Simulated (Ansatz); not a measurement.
# BHSSi2 (SMILES B1[Si]2=[Si]1S2): what the fields show

Input

```
crystal:
  periodic: [false, false, false]
  atoms:
    - {symbol: B, position_ang: [-1.476687, 0.319297, 1.281174]}
    - {symbol: S, position_ang: [0.817981, -0.880462, -0.705308]}
    - {symbol: Si, position_ang: [-0.045753, 0.893717, 0.167101]}
    - {symbol: Si, position_ang: [-0.836254, -1.338205, 0.602040]}
    - {symbol: H, position_ang: [-2.312397, 0.756271, 2.004708]}
basis:
  gaussian:
    orbitals: def2-TZVPD
output: {forces: true, orbitals: {seedname: orbitals}}
hamiltonian:
  xc: {name: PBE0}
```

Command:

```sh
ansatz run input.yaml --threads 1 --pin off --max-ram 2610MiB --events-out events.jsonl --progress --plain --runs-dir runs
```

Geometry: PBE0-D3(BJ)/pcseg-1.

Theory: isolated molecule in a Gaussian basis; Kohn-Sham density functional theory, functional PBE0 in Ansatz.

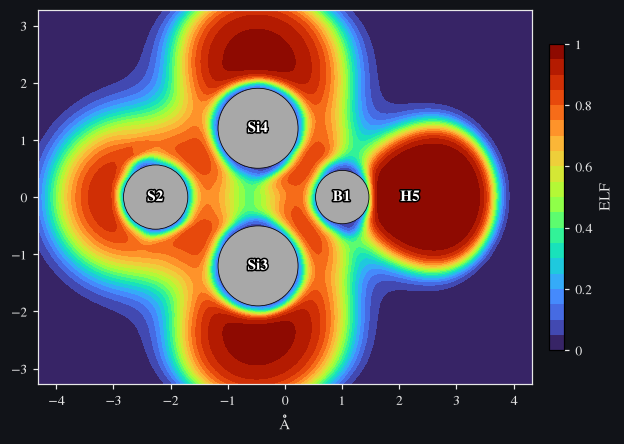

Figure 1. Electron localisation function on the molecular plane. Grey discs cover the atomic cores.

Describe what can be read from this map.

Answer. Atoms in the plane: B, S, Si and H.
Si–B (1.90 Å): the ELF peaks at about 0.85 between the atoms, as expected for a shared electron pair.
Si–S (2.16 Å): the ELF peaks at about 0.85 between the atoms; a covalent bond.
Si–Si (2.41 Å): the ELF is about 0.45 at the midpoint.
B–H (1.19 Å): the ELF climbs to about 1 towards the hydrogen, as it does in any bond to H; a covalent bond by its length.
The ELF also peaks beside Si3, S2 and Si4, away from the bonds: lone-pair regions.

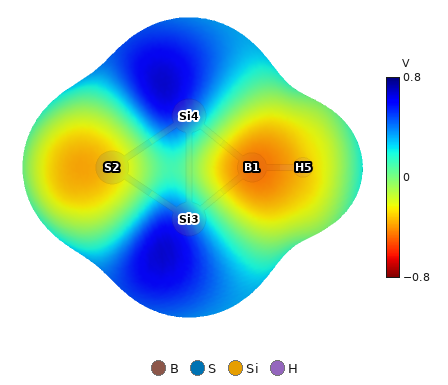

Figure 2. The electrostatic potential painted on the density surface at 0.001 e/bohr³, seen across its widest extent; red is negative and blue positive.

Describe the electrostatic potential map.

Answer. The most negative region (about −0.4 V, or −9 kcal/mol for a unit charge) lies over H5, the most positive (about +0.7 V, or +16 kcal/mol for a unit charge) over Si3 and Si4.

What dipole moment does the calculation give?

Answer. Its dipole moment is 0.17 D.

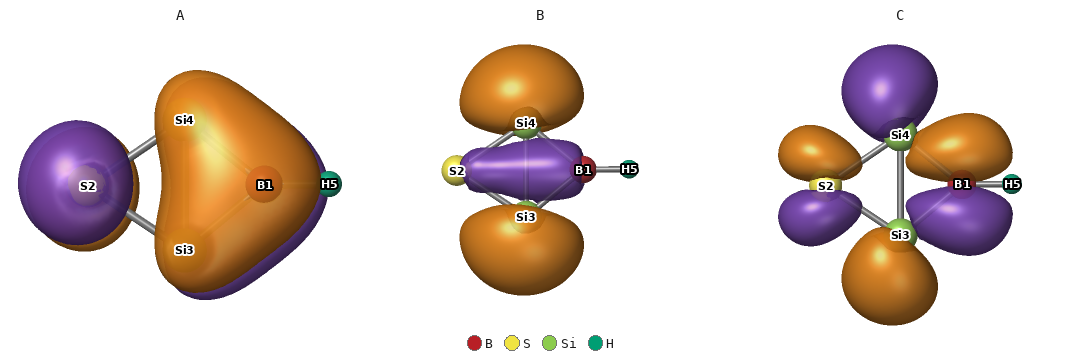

Figure 3. Three frontier orbitals at ±0.08 Å⁻³ᐟ² (orange and purple are the two phases), in no order.

Order the three orbitals by energy and name them.

Answer. B is the HOMO−1 (−7.59 eV). By Hirshfeld shares it lies mainly on Si4 (about 45 %), Si3 (about 45 %) and B1 (about 5 %); it is symmetric in the molecular plane (an in-plane orbital: σ, lone-pair or in-plane π type). A is the HOMO (−6.16 eV). It lies mainly on B1 (about 30 %), S2 (about 25 %), Si3 (about 20 %) and Si4 (about 20 %); it changes sign across the molecular plane (π type); π-bonding across B1–Si3, B1–Si4 and Si3–Si4; π-antibonding (a node) across S2–Si3 and S2–Si4. C is the LUMO (−3.29 eV). It lies mainly on Si4 (about 30 %), Si3 (about 30 %), B1 (about 25 %) and S2 (about 15 %); it is symmetric in the molecular plane (an in-plane orbital: σ, lone-pair or in-plane π type).

What is the HOMO–LUMO gap?

Answer. 2.87 eV between the orbital energies.
